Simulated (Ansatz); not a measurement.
# CF (SMILES [C]F): UCCSDT/STO-3G

Aim: the vertical ionisation energy of CF at UCCSDT/STO-3G, from 2 runs. 

The results are computed with Ansatz 0.2.0.

44 further runs of the same task are left out: 9 that didn't finish, 35 set aside as unsound or not needed.

## (1) Starting point

CF has 2 atoms, charge 0, and is taken as a doublet. As SMILES, `[C]F`. Geometry: relaxed at PBE0-D4/def2-TZVP.

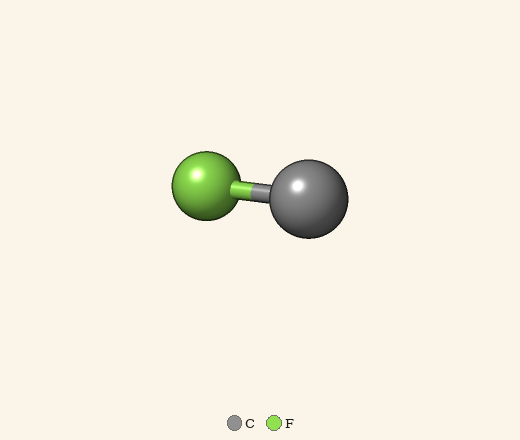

The structure, seen from a chosen angle (carbon grey, fluorine green).

## (2) A single-point energy at UCCSDT/STO-3G

File in.yaml:

```yaml
crystal:
  periodic: [false, false, false]
  atoms:
    - symbol: C
      position_ang: [-0.000000, 0.000000, 0.003080]
    - symbol: F
      position_ang: [0.000000, -0.000000, 1.271320]
basis:
  gaussian:
    orbitals: STO-3G
magnetization:
  spin_polarized: true
  initial_magnetization: 1
correlation:
  method: ccsdt
  frozen_orbitals: {C: 1, F: 1}
accuracy: high
scf:
  omitted_lower_state_checks: [cluster_reference, increment]
```

Command:

```console
$ ansatz run in.yaml --threads 1 --pin off --max-ram 3480MiB --events-out events.jsonl --progress --plain --runs-dir runs
```

Standard output, shortened:

```text
Warning: RAYON_NUM_THREADS=1 ignored (pool sized by the plan → 1); use --threads N
Functional definition: HF
  name "HF"
[...]
149 factors; integrals over basis functions are off by at most 3.2e-8 eV
[...]
mean field -3681.80989094 eV, -135.3040178717 hartree, gradient 5.2e-8 eV, S^2 0.753277; 4 other end points of the search recorded, 0 dependent functions left out
2 core orbitals not correlated: weight in the atoms' cores, before any rotation towards them, 1.000 or more for the frozen orbitals, at most 0.000 for the correlated occupied ones
reference -3681.80989094 eV, -135.3040178717 hartree; 6, 5 occupied and 2, 3 virtual orbitals, 149 factors
second order -1.51353218 eV of doubles, -0.00000000 eV of singles
cycle   1  -1.63726784 eV  change   -1.2e-1 eV  update   9.3e-2
[...]
cycle  24  -2.06670208 eV  change  -7.2e-10 eV  update  8.3e-10
Total energy: -3683.87659302 eV, -135.3799677723 hartree
Checks for a lower state left out: cluster_reference, increment
```

Wall time 0.7 s (1 thread of Arm Neoverse V1, shared host).

## (3) The singlet cation

File input.yaml:

```yaml
crystal:
  periodic: [false, false, false]
  atoms:
    - symbol: C
      position_ang: [-0.000000, 0.000000, 0.003080]
    - symbol: F
      position_ang: [0.000000, -0.000000, 1.271320]
basis:
  gaussian:
    orbitals: STO-3G
correlation:
  method: ccsdt
  frozen_orbitals: {C: 1, F: 1}
total_charge: 1
scf:
  omitted_lower_state_checks: [cluster_reference, increment]
accuracy: high
```

Command:

```console
$ ansatz run input.yaml --threads 1 --pin off --max-ram 3480MiB --events-out events.jsonl --progress --plain --runs-dir runs
```

Standard output, shortened:

```text
Warning: RAYON_NUM_THREADS=1 ignored (pool sized by the plan → 1); use --threads N
[... 2 set-up lines as earlier in the session ...]
[...]
149 factors; integrals over basis functions are off by at most 3.2e-8 eV
[...]
mean field -3674.45051465 eV, -135.0335657815 hartree, gradient 2.0e-8 eV, S^2 0.000000; 0 other end points of the search recorded, 0 dependent functions left out
2 core orbitals not correlated: weight in the atoms' cores, before any rotation towards them, 1.000 or more for the frozen orbitals, at most 0.000 for the correlated occupied ones
reference -3674.45051465 eV, -135.0335657815 hartree; 5, 5 occupied and 3, 3 virtual orbitals, 149 factors
second order -2.83806605 eV of doubles, -0.00000000 eV of singles
cycle   1  -2.65226368 eV  change    1.9e-1 eV  update   1.7e-1
[...]
cycle  22  -3.60565638 eV  change   5.4e-10 eV  update  2.3e-10
Total energy: -3678.05617104 eV, -135.1660712095 hartree
Checks for a lower state left out: cluster_reference, increment
```

It took 0.22 s on 1 thread of Arm Neoverse V1, shared host.

## (4) Results

At UCCSDT/STO-3G, 2 core orbitals frozen:

```
                                                   quantity          value
                                   doublet CF: total energy  -135.37997 Eh
    doublet CF: correlation energy (2 core orbitals frozen)      -75.9 mEh
              doublet CF: ⟨S²⟩ of the reference determinant          0.753
                                  doublet CF: T1 diagnostic          0.022
                               singlet cation: total energy  -135.16607 Eh
singlet cation: correlation energy (2 core orbitals frozen)     -132.5 mEh
                              singlet cation: T1 diagnostic          0.035
         vertical ionisation energy (to the singlet cation)       5.820 eV
```

Removing an electron at fixed nuclei costs 5.82 eV (134 kcal/mol). Only the singlet of the ionised species was computed; a triplet could lie lower. In a minimal basis such a difference can be off by several eV, whatever the method. The T1 diagnostic (singlet cation) of 0.035 is above the customary mark for such species, so a single reference may not serve.
